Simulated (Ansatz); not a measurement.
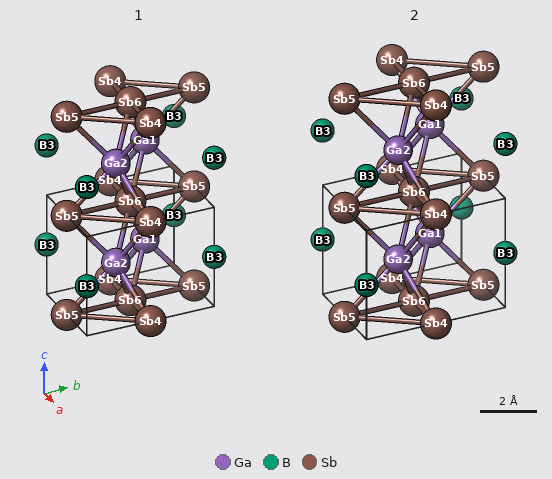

Two geometries of crystalline Ga$_{2}$BSb$_{3}$ (a generated structure, set up in P6/mmm) (coarse preliminary run), drawn at one scale. One is the start of a relaxation, the other its converged end. Style: ball-and-stick. Shown: the cell of the calculation, repeated 1 × 1 × 2 with one cell outlined, slightly off an axis.

Level of theory: DFT PBE, scalar-relativistic, plane waves, PAW (Ansatz). Set-up: plane-wave cutoff 420 eV; k-point mesh 3 × 3 × 6; occupations gaussian; smearing width 0.1 eV; no spin polarisation; cell and atoms relaxed; force threshold 0.04 eV/Å; at most 70 steps.

Q: Which of the two is the end point?

A: Structure 2 is the relaxed one. The energy falls by 333 meV per atom in 4 accepted moves (6 points after the start). All forces vanish by symmetry, so only the cell relaxes. Pressure: 20.08 GPa at the start and 0.05 GPa at the end. The SCF was repeated twice at an unchanged geometry on a basis and grid sized afresh for the cell, which shifted the energy by 3.5 meV per atom at most. No atom moves by more than 0.005 Å relative to the cell. The drawn cell changes as follows: a = b 6.348 → 6.922 Å (+9.0 %), c 3.707 → 4.079 Å (+10.0 %); the volume changes by +30.9 %. Near-neighbour distances that change, for instance: Sb4–Sb5 3.174 → 3.461 Å, Ga1–Sb4 2.606 → 2.855 Å. The space group stays P6/mmm (No. 191). Cost: 73 s on 1 thread of Intel(R) Xeon(R) Processor @ 2.70GHz, on a shared host, peak memory 0.48 GiB.
